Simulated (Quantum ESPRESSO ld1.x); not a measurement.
Atomic calculation, with input and output: Zr⁶⁺

- system: the Zr⁶⁺ ion in the configuration [Ar] 3d10 4s2 4p4 (high spin).
- method: scalar-relativistic Kohn-Sham, LDA (Slater exchange, VWN5 correlation), spin-polarised, spherical densities, point nucleus (Quantum ESPRESSO ld1.x 7.5)

## Results in brief

```tsv
quantity	value
outcome	converged
total energy	−3585.2207 hartree
kinetic energy	3685.6801 hartree
electron–nucleus energy	−8532.8879 hartree
Hartree energy	1369.3562 hartree
exchange–correlation energy	−107.369129 hartree
radius at density 0.001 e/bohr³	2.65 bohr
SCF iterations	21
hardware	1 CPU thread, shared host
wall time	0.73 s
```

## The input
```
 &input
    zed=40.0,
    iswitch=1,
    rel=1,
    lsd=1,
    dft='SLA-VWN',
    config='[Ar] 3d10 4s2 4p4',
    verbosity='high',
    prefix='ld1',
    max_out_wfc=37,
    file_charge='ld1.rho',
 /
```

Run as:
```bash
OMP_NUM_THREADS=1 ld1.x < ld1.in > ld1.out
```

## The program's output
```
     Program LD1 v.7.5 starts

     --------------------------- All-electron run ----------------------------

     scalar relativistic calculation

     atomic number is 40.00
     dft =SLA-VWN   lsd =1 sic =0 latt =0  beta=0.20 tr2=1.0E-14
     Exchange-correlation= SLA-VWN
                           (   1   2   0   0   0   0   0)
     mesh =2037 r(mesh) =  99.39686 a.u. xmin = -8.00 dx = 0.00800
     1 Ry =  13.60569312 eV, c = 137.03599908

     n l     nl                  e(Ry)          e(Ha)          e(eV)
     1 0     1S 1( 1.00)   -1314.547268228    -657.273634114 -17885.3267272
     2 0     2S 1( 1.00)    -187.577195991     -93.788597995  -2552.1177655
     2 1     2P 1( 3.00)    -168.095317360     -84.047658680  -2287.0533034
     3 0     3S 1( 1.00)     -35.823954292     -17.911977146   -487.4097285
     3 1     3P 1( 3.00)     -29.473617642     -14.736808821   -401.0089969
     3 2     3D 1( 5.00)     -19.018002662      -9.509001331   -258.7531080
     4 0     4S 1( 1.00)      -9.680467429      -4.840233714   -131.7094691
     4 1     4P 1( 3.00)      -7.914803407      -3.957401703   -107.6863863
     1 0     1S 2( 1.00)   -1314.520353130    -657.260176565 -17884.9605286
     2 0     2S 2( 1.00)    -187.558916744     -93.779458372  -2551.8690637
     2 1     2P 2( 3.00)    -168.070236894     -84.035118447  -2286.7120663
     3 0     3S 2( 1.00)     -35.790790887     -17.895395444   -486.9585174
     3 1     3P 2( 3.00)     -29.436880579     -14.718440289   -400.5091637
     3 2     3D 2( 5.00)     -18.978504131      -9.489252065   -258.2157031
     4 0     4S 2( 1.00)      -9.495211053      -4.747605527   -129.1889277
     4 1     4P 2( 1.00)      -7.732795872      -3.866397936   -105.2100476

     final scf error:  9.0E-15 reached in  21 iterations

     Etot =   -7170.441348 Ry,   -3585.220674 Ha,  -97558.824540 eV
     Total magnetization:    2.00 Bohr mag.

     Ekin =    7371.360248 Ry,    3685.680124 Ha,  100292.465439 eV
     Encl =  -17065.775748 Ry,   -8532.887874 Ha, -232191.707736 eV
     Eh   =    2738.712411 Ry,    1369.356205 Ha,   37262.080613 eV
     Exc  =    -214.738259 Ry,    -107.369130 Ha,   -2921.662856 eV

     normalization and overlap integrals

     s(1S/1S) =  1.000000  <r> =   0.0371  <r2> =    0.0019  r(max) =   0.0242
     s(1S/2S) = -0.008096
     s(1S/3S) = -0.003235
     s(1S/4S) = -0.001364
     s(2S/2S) =  1.000000  <r> =   0.1628  <r2> =    0.0312  r(max) =   0.1374
     s(2S/3S) = -0.001943
     s(2S/4S) = -0.000794
     s(2P/2P) =  1.000000  <r> =   0.1418  <r2> =    0.0246  r(max) =   0.1098
     s(2P/3P) = -0.001587
     s(2P/4P) = -0.000610
     s(3S/3S) =  1.000000  <r> =   0.4587  <r2> =    0.2413  r(max) =   0.4078
     s(3S/4S) = -0.000501
     s(3P/3P) =  1.000000  <r> =   0.4619  <r2> =    0.2486  r(max) =   0.4014
     s(3P/4P) = -0.000419
     s(3D/3D) =  1.000000  <r> =   0.4508  <r2> =    0.2455  r(max) =   0.3448
     s(4S/4S) =  1.000000  <r> =   1.1473  <r2> =    1.4813  r(max) =   1.0482
     s(4P/4P) =  1.000000  <r> =   1.2443  <r2> =    1.7517  r(max) =   1.1265
     s(1S/1S) =  1.000000  <r> =   0.0371  <r2> =    0.0019  r(max) =   0.0242
     s(1S/2S) = -0.008096
     s(1S/3S) = -0.003236
     s(1S/4S) = -0.001366
     s(2S/2S) =  1.000000  <r> =   0.1628  <r2> =    0.0312  r(max) =   0.1374
     s(2S/3S) = -0.001943
     s(2S/4S) = -0.000795
     s(2P/2P) =  1.000000  <r> =   0.1418  <r2> =    0.0246  r(max) =   0.1098
     s(2P/3P) = -0.001587
     s(2P/4P) = -0.000608
     s(3S/3S) =  1.000000  <r> =   0.4585  <r2> =    0.2410  r(max) =   0.4078
     s(3S/4S) = -0.000502
     s(3P/3P) =  1.000000  <r> =   0.4615  <r2> =    0.2481  r(max) =   0.4014
     s(3P/4P) = -0.000418
     s(3D/3D) =  1.000000  <r> =   0.4500  <r2> =    0.2444  r(max) =   0.3448
     s(4S/4S) =  1.000000  <r> =   1.1483  <r2> =    1.4854  r(max) =   1.0482
     s(4P/4P) =  1.000000  <r> =   1.2485  <r2> =    1.7660  r(max) =   1.1265

     ------------------------ End of All-electron run ------------------------
```

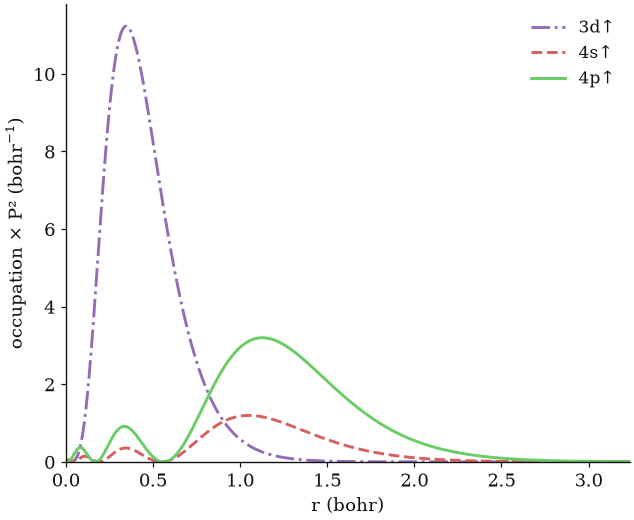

**Figure 1.** The radial probability densities P² of 4s up, 3d up and 4p up, each times its occupation. 3d up: outer maximum at 0.345 bohr, ⟨r⟩ = 0.451 bohr, 0 nodes, eigenvalue −258.8 eV; 4s up: outer maximum at 1.05 bohr, ⟨r⟩ = 1.15 bohr, 3 nodes, eigenvalue −131.7 eV; 4p up: outer maximum at 1.13 bohr, ⟨r⟩ = 1.24 bohr, 2 nodes, eigenvalue −107.7 eV.

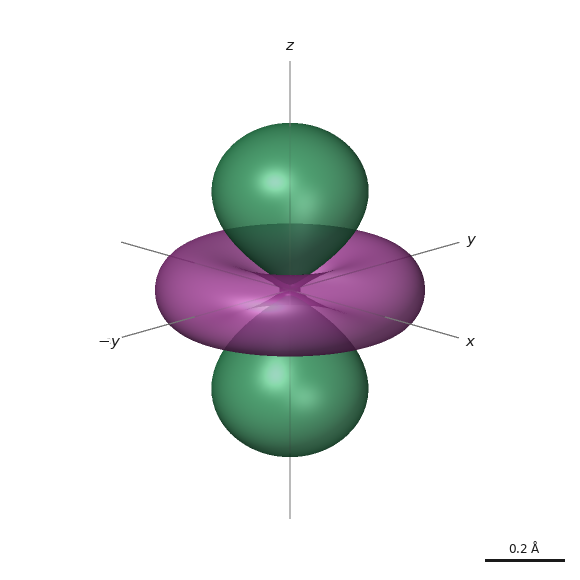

**Figure 2.** One occupied orbital of down spin is shown. The surface of constant |ψ| that holds about 85 % of the electron is drawn, green where ψ is positive and pink where it is negative. The radial function comes from the spherical calculation and is multiplied by a real spherical harmonic; the overall sign is chosen so that the largest lobe of P(r) is positive; at the scalar-relativistic level it is the large component. It is 3d(z²) of down spin. It has two nodal cones about z and no radial node. The maximum of P² lies at 0.345 bohr, ⟨r⟩ = 0.450 bohr, 90 % of the charge lies within 0.723 bohr, and the eigenvalue is −258.2 eV, with 5 electrons in the shell for this spin.

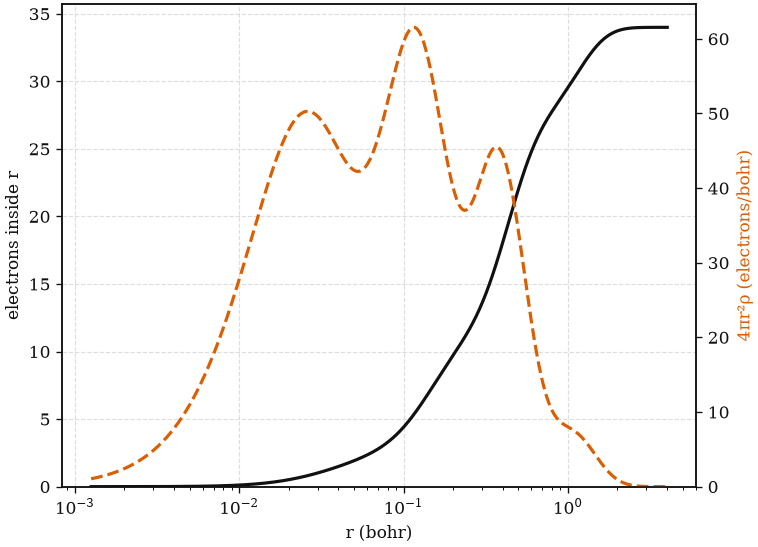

**Figure 3.** The number of electrons inside radius r (solid) and the radial density 4πr²ρ (dashed). The count levels off at 34 electrons. Half of them lie within 0.377 bohr, 90 % within 1.14 bohr and 99 % within 1.93 bohr. The radial density has minima at 0.0526 and 0.235 bohr, where the count stands at 2.0 and 11.0; these part the shells that the density resolves.

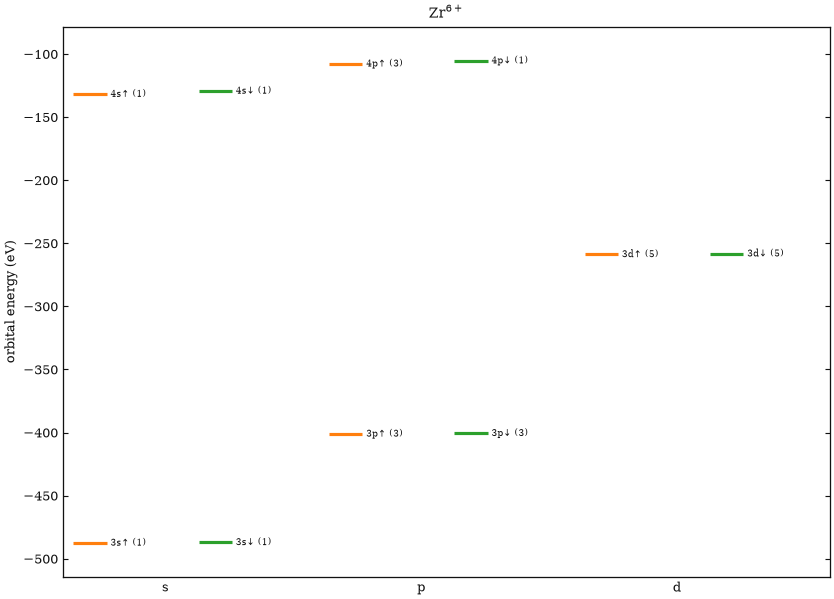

**Figure 4.** The outer levels are drawn by angular momentum (occupations in brackets, up spins at the left of each column and down spins at the right). The highest occupied level is 4p down at −105.2 eV. The highest 6 occupied levels, from the top down, are 4p down (−105.2 eV), 4p up (−107.7 eV), 4s down (−129.2 eV), 4s up (−131.7 eV), 3d down (−258.2 eV), 3d up (−258.8 eV). The largest exchange splitting (down less up) among the shells drawn in both spins is that of 4s, 2.52 eV.
